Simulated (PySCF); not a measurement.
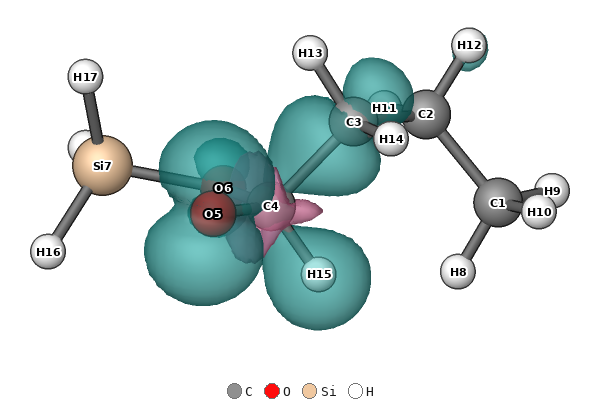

Figure. C4H11O2Si (doublet). Isosurfaces of the spin density (α minus β) at +0.02 (teal) and −0.02 e/Å³ (pink), seen from one side.

Geometry: GFN2-xTB.

Theory: UKS B3LYP, pcH-1 on C H O Si, non-relativistic, mean-field spin-orbit, GIAO (PySCF 2.14.0, density-fitted response routines).

```yaml
atoms:
  - { symbol: C, position_ang: [-2.4178, 0.5011, -0.2735] }
  - { symbol: C, position_ang: [-1.4163, -0.6285, -0.4652] }
  - { symbol: C, position_ang: [-0.4542, -0.7851, 0.6945] }
  - { symbol: C, position_ang: [0.6096, 0.4000, 0.7705] }
  - { symbol: O, position_ang: [1.3731, 0.2734, 1.7929] }
  - { symbol: O, position_ang: [1.2592, 0.4789, -0.4450] }
  - { symbol: Si, position_ang: [2.8815, 0.2131, -0.4123] }
  - { symbol: H, position_ang: [-1.9103, 1.4640, -0.2476] }
  - { symbol: H, position_ang: [-3.1274, 0.5199, -1.0973] }
  - { symbol: H, position_ang: [-2.9689, 0.3746, 0.6559] }
  - { symbol: H, position_ang: [-0.8497, -0.4697, -1.3844] }
  - { symbol: H, position_ang: [-1.9585, -1.5741, -0.5648] }
  - { symbol: H, position_ang: [0.1556, -1.6821, 0.5861] }
  - { symbol: H, position_ang: [-0.9659, -0.8059, 1.6557] }
  - { symbol: H, position_ang: [-0.0569, 1.2987, 0.8358] }
  - { symbol: H, position_ang: [3.5680, 1.2254, 0.3816] }
  - { symbol: H, position_ang: [3.1477, -1.1298, 0.1022] }
  - { symbol: H, position_ang: [3.1224, 0.3326, -1.8459] }
```

Which atoms carry the spin?

Answer. The unpaired spin (1 electron) lies mostly on O5 (about 0.6), C3 (about 0.1) and H15 (about 0.1), in electrons by Hirshfeld's partition.
